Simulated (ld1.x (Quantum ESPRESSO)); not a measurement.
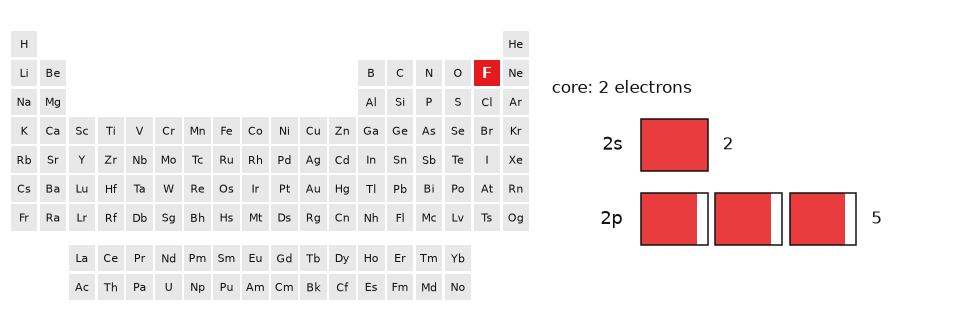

**Figure 1.** Left, the place of fluorine in the periodic table; right, the valence shells of the reference configuration: a box for each of the 2l + 1 orbitals, shaded by the share of the shell that is filled, with the electron count at the right.

Run report: F, pseudopotential generation (part 1 of 2)

Fluorine (F, Z = 9), core [He], reference valence 2s2 2p5, valence charge 7. Computed at this level: ultrasoft potential, PBE, scalar-relativistic, made with ld1.x (Quantum ESPRESSO) 7.5.

### Input
```
 &input
   title='F', zed=9., rel=1, dft='PBE', iswitch=3,
   config='[He] 2s2 2p5',
   nld=2, rlderiv=1.50, eminld=-4.0, emaxld=5.0, deld=0.02
 /
 &inputp
   pseudotype=3, tm=.true., lloc=-1, rcloc=0.65,
   nlcc=.true.,
   which_augfun='PSQ', rmatch_augfun=0.60,
   file_pseudopw='F.UPF', file_wfcaegen='ae.wfc', file_wfcncgen='nc.wfc', file_beta='beta', file_chi='chi', file_wfcusgen='us.wfc'
 /
4
2S  1  0   2.00   0.00  0.55  0.70  0.0
2S  1  0   0.00  -0.80  0.55  0.70  0.0
2P  2  1   5.00   0.00  1.25  1.35  0.0
2P  2  1   0.00  -0.50  1.25  1.35  0.0
 &test
   configts(1)='2s2 2p5'
 /
```

### Input of the test run
```
 &input
   title='F', zed=9., rel=1, dft='PBE', iswitch=2,
   config='[He] 2s2 2p5'
 /
 &test
   file_pseudo='F.UPF', nconf=8,
   configts(1)='2s2 2p5',
   configts(2)='2s2 2p4',
   configts(3)='2s2 2p3',
   configts(4)='2s2 2p2',
   configts(5)='2s2 2p1',
   configts(6)='2s1 2p5',
   configts(7)='2s2 2p5.3',
   configts(8)='2s1 2p6'
 /
```

Command:
```bash
ld1.x < F.in > F.out
```

### Output
```
     Program LD1 v.7.5
     --------------------------- All-electron run ----------------------------

     F
     scalar relativistic calculation

     atomic number is  9.00
     dft =PBE   lsd =0 sic =0 latt =0  beta=0.20 tr2=1.0E-14
     Exchange-correlation= PBE
                           (   1   4   3   4   0   0   0)
     mesh =1105 r(mesh) =  99.76081 a.u. xmin = -7.00 dx = 0.01250
     1 Ry =  13.60569312 eV, c = 137.03599908

     n l     nl                  e(Ry)          e(Ha)          e(eV)
     1 0     1S 1( 2.00)       -48.7570       -24.3785      -663.3734
     2 0     2S 1( 2.00)        -2.1976        -1.0988       -29.8996
     2 1     2P 1( 5.00)        -0.8167        -0.4083       -11.1117

     final scf error:  6.3E-15 reached in  26 iterations

     Etot =    -199.489330 Ry,     -99.744665 Ha,   -2714.190600 eV

     Ekin =     199.322998 Ry,      99.661499 Ha,    2711.927538 eV
     Encl =    -477.724055 Ry,    -238.862027 Ha,   -6499.766885 eV
     Eh   =      99.339620 Ry,      49.669810 Ha,    1351.584389 eV
     Exc  =     -20.427893 Ry,     -10.213946 Ha,    -277.935642 eV

     normalization and overlap integrals

     s(1S/1S) =  1.000000  <r> =   0.1763  <r2> =    0.0420  r(max) =   0.1139
     s(2S/2S) =  1.000000  <r> =   1.0034  <r2> =    1.2282  r(max) =   0.7617
     s(2P/2P) =  1.000000  <r> =   1.1050  <r2> =    1.6384  r(max) =   0.7066

     ------------------------ End of All-electron run ------------------------

     --------------------- Generating US pseudopotential ---------------------

      Generating local potential from pseudized AE potential:
      Matching radius rcloc =   0.6500

      Local pseudo, rcloc= 0.656 Estimated cut-off energy=    55.98 Ry

      Computing core charge for nlcc:

       r > 0.28 : true rho core
       r < 0.28 : rho core = a sin(br)/r    a=  19.28  b=   8.93

      Integrated core pseudo-charge :   0.93
      Wfc-us  2S rcutus= 0.707  Estimated cut-off energy=    87.37 Ry
      Wfc-us  2S rcutus= 0.707  Estimated cut-off energy=    89.58 Ry
      Wfc-us  2P rcutus= 1.354  Estimated cut-off energy=    43.04 Ry
      Wfc-us  2P rcutus= 1.354  Estimated cut-off energy=    44.80 Ry

     Q pseudized with Bessel functions
     Expected ecutrho=     664.3022 due to l1=  1   l2=  1

     ------------------- End of pseudopotential generation -------------------

     --------------------------- All-electron run ----------------------------

     F
     scalar relativistic calculation

     atomic number is  9.00
     dft =PBE   lsd =0 sic =0 latt =0  beta=0.20 tr2=1.0E-14
     Exchange-correlation= PBE
                           (   1   4   3   4   0   0   0)
     mesh =1105 r(mesh) =  99.76081 a.u. xmin = -7.00 dx = 0.01250
     1 Ry =  13.60569312 eV, c = 137.03599908

     n l     nl                  e(Ry)          e(Ha)          e(eV)
     1 0     1S 1( 2.00)       -48.7570       -24.3785      -663.3734
     2 0     2S 1( 2.00)        -2.1976        -1.0988       -29.8996
     2 1     2P 1( 5.00)        -0.8167        -0.4083       -11.1117

     final scf error:  6.3E-15 reached in  26 iterations

     Etot =    -199.489330 Ry,     -99.744665 Ha,   -2714.190600 eV

     Ekin =     199.322998 Ry,      99.661499 Ha,    2711.927538 eV
     Encl =    -477.724055 Ry,    -238.862027 Ha,   -6499.766885 eV
     Eh   =      99.339620 Ry,      49.669810 Ha,    1351.584389 eV
     Exc  =     -20.427893 Ry,     -10.213946 Ha,    -277.935642 eV

     normalization and overlap integrals

     s(1S/1S) =  1.000000  <r> =   0.1763  <r2> =    0.0420  r(max) =   0.1139
     s(2S/2S) =  1.000000  <r> =   1.0034  <r2> =    1.2282  r(max) =   0.7617
     s(2P/2P) =  1.000000  <r> =   1.1050  <r2> =    1.6384  r(max) =   0.7066

     ------------------------ End of All-electron run ------------------------

     Computing logarithmic derivative in   1.50538
     Computing logarithmic derivative in   1.50538
     Computing the partial wave expansion
     R is outside the sphere for l=    0 j= 0.00
     R is outside the sphere for l=    0 j= 0.00
     R is outside the sphere for l=    1 j= 0.00
     R is outside the sphere for l=    1 j= 0.00

     ---------------------- Testing the pseudopotential ----------------------

     F
     scalar relativistic calculation

     atomic number is  9.00   valence charge is  7.00
     dft =PBE   lsd =0 sic =0 latt =0  beta=0.20 tr2=1.0E-14
     mesh =1105 r(mesh) =  99.76081 xmin = -7.00 dx = 0.01250

     n l     nl             e AE (Ry)        e PS (Ry)    De AE-PS (Ry)
     1 0     2S   1( 2.00)       -2.19758       -2.19764        0.00006
     2 1     2P   1( 5.00)       -0.81670       -0.81670        0.00000

     eps = 1.6E-16  iter =  4

     Etot =    -199.489330 Ry,     -99.744665 Ha,   -2714.190600 eV
     Etotps =   -51.131391 Ry,     -25.565696 Ha,    -695.678019 eV

     Ekin =      19.777691 Ry,       9.888845 Ha,     269.089189 eV
     Encl =    -118.175211 Ry,     -59.087606 Ha,   -1607.855659 eV
     Ehrt =      42.431472 Ry,      21.215736 Ha,     577.309591 eV
     Ecxc =     -12.215299 Ry,      -6.107649 Ha,    -166.197603 eV
     (Ecc =      -2.688254 Ry,      -1.344127 Ha,     -36.575557 eV)
     Epseu=      17.049956 Ry,       8.524978 Ha,     231.976464 eV

     ---------------------- End of pseudopotential test ----------------------
```

### Output of the test run (extracts)
```
     ---------------------- Testing the pseudopotential ----------------------

     F
     scalar relativistic calculation

     atomic number is  9.00   valence charge is  7.00
     dft =PBE   lsd =0 sic =0 latt =0  beta=0.20 tr2=1.0E-14
     mesh =1105 r(mesh) =  99.76081 xmin = -7.00 dx = 0.01250

     n l     nl             e AE (Ry)        e PS (Ry)    De AE-PS (Ry)
     1 0     2S   1( 2.00)       -2.19758       -2.19764        0.00006
     2 1     2P   1( 5.00)       -0.81670       -0.81670        0.00000

     eps = 1.6E-16  iter =  4

     Etot =    -199.489330 Ry,     -99.744665 Ha,   -2714.190600 eV
     Etotps =   -51.131391 Ry,     -25.565696 Ha,    -695.678019 eV

     Ekin =      19.777691 Ry,       9.888845 Ha,     269.089189 eV
     Encl =    -118.175211 Ry,     -59.087606 Ha,   -1607.855659 eV
     Ehrt =      42.431472 Ry,      21.215736 Ha,     577.309591 eV
     Ecxc =     -12.215299 Ry,      -6.107649 Ha,    -166.197603 eV
     (Ecc =      -2.688254 Ry,      -1.344127 Ha,     -36.575557 eV)
     Epseu=      17.049956 Ry,       8.524978 Ha,     231.976464 eV

     ---------------------- End of pseudopotential test ----------------------

     ---------------------- Testing the pseudopotential ----------------------

     F
     scalar relativistic calculation

     atomic number is  9.00   valence charge is  7.00
     dft =PBE   lsd =0 sic =0 latt =0  beta=0.20 tr2=1.0E-14
     mesh =1105 r(mesh) =  99.76081 xmin = -7.00 dx = 0.01250

     n l     nl             e AE (Ry)        e PS (Ry)    De AE-PS (Ry)
     1 0     2S   1( 2.00)       -3.48292       -3.48295        0.00003
     2 1     2P   1( 4.00)       -2.08065       -2.08065       -0.00000

     eps = 9.0E-16  iter = 11

     Etot =    -198.064175 Ry,     -99.032088 Ha,   -2694.800384 eV
     Etotps =   -49.706155 Ry,     -24.853077 Ha,    -676.286686 eV
     dEtot_ae =       1.425155 Ry
     dEtot_ps =       1.425237 Ry,   Delta E=      -0.000082 Ry

     Ekin =      18.348536 Ry,       9.174268 Ha,     249.644548 eV
     Encl =    -107.471490 Ry,     -53.735745 Ha,   -1462.224109 eV
     Ehrt =      33.887817 Ry,      16.943909 Ha,     461.067240 eV
     Ecxc =     -11.182084 Ry,      -5.591042 Ha,    -152.140008 eV
     (Ecc =      -2.688254 Ry,      -1.344127 Ha,     -36.575557 eV)
     Epseu=      16.711067 Ry,       8.355533 Ha,     227.365643 eV

     ---------------------- End of pseudopotential test ----------------------

     ---------------------- Testing the pseudopotential ----------------------

     F
     scalar relativistic calculation

     atomic number is  9.00   valence charge is  7.00
     dft =PBE   lsd =0 sic =0 latt =0  beta=0.20 tr2=1.0E-14
     mesh =1105 r(mesh) =  99.76081 xmin = -7.00 dx = 0.01250

     n l     nl             e AE (Ry)        e PS (Ry)    De AE-PS (Ry)
     1 0     2S   1( 2.00)       -4.99731       -4.99731       -0.00000
     2 1     2P   1( 3.00)       -3.60167       -3.60201        0.00034

     eps = 2.5E-15  iter =  7

     Etot =    -195.242940 Ry,     -97.621470 Ha,   -2656.415526 eV
     Etotps =   -46.884649 Ry,     -23.442325 Ha,    -637.898149 eV
     dEtot_ae =       4.246390 Ry
     dEtot_ps =       4.246742 Ry,   Delta E=      -0.000352 Ry

     Ekin =      16.191773 Ry,       8.095887 Ha,     220.300297 eV
     Encl =     -94.055865 Ry,     -47.027933 Ha,   -1279.695237 eV
     Ehrt =      25.183354 Ry,      12.591677 Ha,     342.636985 eV
     Ecxc =      -9.909560 Ry,      -4.954780 Ha,    -134.826426 eV
     (Ecc =      -2.688254 Ry,      -1.344127 Ha,     -36.575557 eV)
     Epseu=      15.705648 Ry,       7.852824 Ha,     213.686232 eV

     ---------------------- End of pseudopotential test ----------------------

     ---------------------- Testing the pseudopotential ----------------------

     F
     scalar relativistic calculation

     atomic number is  9.00   valence charge is  7.00
     dft =PBE   lsd =0 sic =0 latt =0  beta=0.20 tr2=1.0E-14
     mesh =1105 r(mesh) =  99.76081 xmin = -7.00 dx = 0.01250

     n l     nl             e AE (Ry)        e PS (Ry)    De AE-PS (Ry)
     1 0     2S   1( 2.00)       -6.70364       -6.70359       -0.00005
     2 1     2P   1( 2.00)       -5.34782       -5.34890        0.00108

     eps = 2.2E-16  iter =  7

     Etot =    -190.786158 Ry,     -95.393079 Ha,   -2595.777923 eV
     Etotps =   -42.426991 Ry,     -21.213495 Ha,    -577.248616 eV
     dEtot_ae =       8.703171 Ry
     dEtot_ps =       8.704401 Ry,   Delta E=      -0.001229 Ry

     Ekin =      13.448020 Ry,       6.724010 Ha,     182.969631 eV
     Encl =     -78.180132 Ry,     -39.090066 Ha,   -1063.694880 eV
     Ehrt =      17.012916 Ry,       8.506458 Ha,     231.472510 eV
     Ecxc =      -8.458517 Ry,      -4.229258 Ha,    -115.083986 eV
     (Ecc =      -2.688254 Ry,      -1.344127 Ha,     -36.575557 eV)
     Epseu=      13.750722 Ry,       6.875361 Ha,     187.088108 eV

     ---------------------- End of pseudopotential test ----------------------

     ---------------------- Testing the pseudopotential ----------------------

     F
     scalar relativistic calculation

     atomic number is  9.00   valence charge is  7.00
     dft =PBE   lsd =0 sic =0 latt =0  beta=0.20 tr2=1.0E-14
     mesh =1105 r(mesh) =  99.76081 xmin = -7.00 dx = 0.01250

     n l     nl             e AE (Ry)        e PS (Ry)    De AE-PS (Ry)
     1 0     2S   1( 2.00)       -8.57765       -8.57684       -0.00081
     2 1     2P   1( 1.00)       -7.29740       -7.29852        0.00112

     eps = 4.0E-16  iter =  7

     Etot =    -184.479831 Ry,     -92.239915 Ha,   -2509.975963 eV
     Etotps =   -36.119181 Ry,     -18.059591 Ha,    -491.426498 eV
     dEtot_ae =      15.009499 Ry
     dEtot_ps =      15.012210 Ry,   Delta E=      -0.002711 Ry

     Ekin =      10.276751 Ry,       5.138376 Ha,     139.822324 eV
     Encl =     -60.022785 Ry,     -30.011392 Ha,    -816.651592 eV
     Ehrt =       9.937562 Ry,       4.968781 Ha,     135.207417 eV
     Ecxc =      -6.885148 Ry,      -3.442574 Ha,     -93.677205 eV
     (Ecc =      -2.688254 Ry,      -1.344127 Ha,     -36.575557 eV)
     Epseu=      10.574438 Ry,       5.287219 Ha,     143.872560 eV

     ---------------------- End of pseudopotential test ----------------------

     ---------------------- Testing the pseudopotential ----------------------

     F
     scalar relativistic calculation

     atomic number is  9.00   valence charge is  7.00
     dft =PBE   lsd =0 sic =0 latt =0  beta=0.20 tr2=1.0E-14
     mesh =1105 r(mesh) =  99.76081 xmin = -7.00 dx = 0.01250

     n l     nl             e AE (Ry)        e PS (Ry)    De AE-PS (Ry)
     1 0     2S   1( 1.00)       -3.49542       -3.49397       -0.00145
     2 1     2P   1( 5.00)       -2.08974       -2.08954       -0.00019

     eps = 5.9E-15  iter =  7

     Etot =    -196.660171 Ry,     -98.330085 Ha,   -2675.697932 eV
     Etotps =   -48.302773 Ry,     -24.151387 Ha,    -657.192711 eV
     dEtot_ae =       2.829159 Ry
     dEtot_ps =       2.828618 Ry,   Delta E=       0.000541 Ry

     Ekin =      19.442849 Ry,       9.721425 Ha,     264.533443 eV
     Encl =    -108.052562 Ry,     -54.026281 Ha,   -1470.129998 eV
     Ehrt =      33.811828 Ry,      16.905914 Ha,     460.033353 eV
     Ecxc =     -11.181890 Ry,      -5.590945 Ha,    -152.137363 eV
     (Ecc =      -2.688254 Ry,      -1.344127 Ha,     -36.575557 eV)
     Epseu=      17.677001 Ry,       8.838501 Ha,     240.507854 eV

     ---------------------- End of pseudopotential test ----------------------
```

(Continued in part 2.) Outcome of the run: generated.
